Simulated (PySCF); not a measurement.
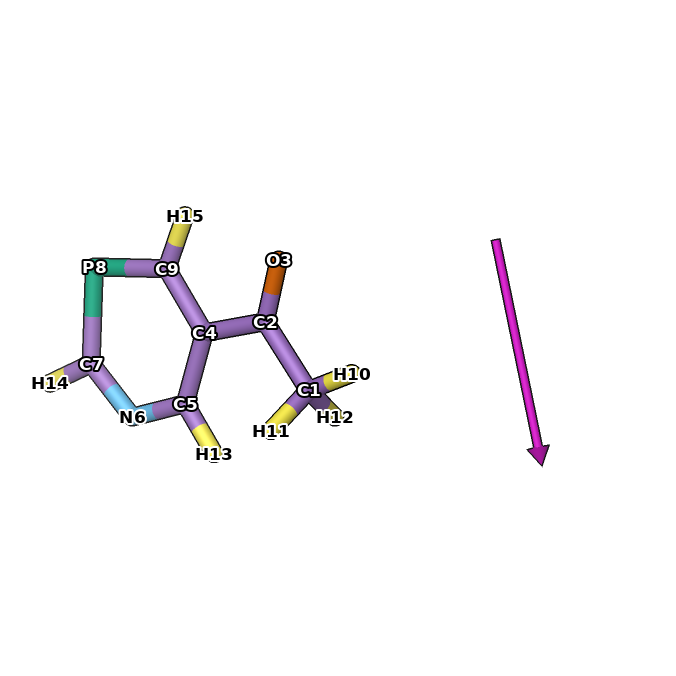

The arrow beside the molecule shows the direction of the dipole moment, from the negative to the positive end (its length means nothing). Computed geometry: GFN2-xTB optimisation. No frequency run is at hand to confirm it as a minimum. Level of theory: ωB97X-D/def2-SVPD, gas phase (PySCF 2.14.0).

> How large is the dipole moment?

1.78 D; it points from the side of H15 to the side of H13 (the outermost atoms at the two ends).

The geometry is semi-empirical. Around P such bond lengths and angles can be off by a tenth of an ångström or more and by several degrees, and values that hang on the shape move with them.
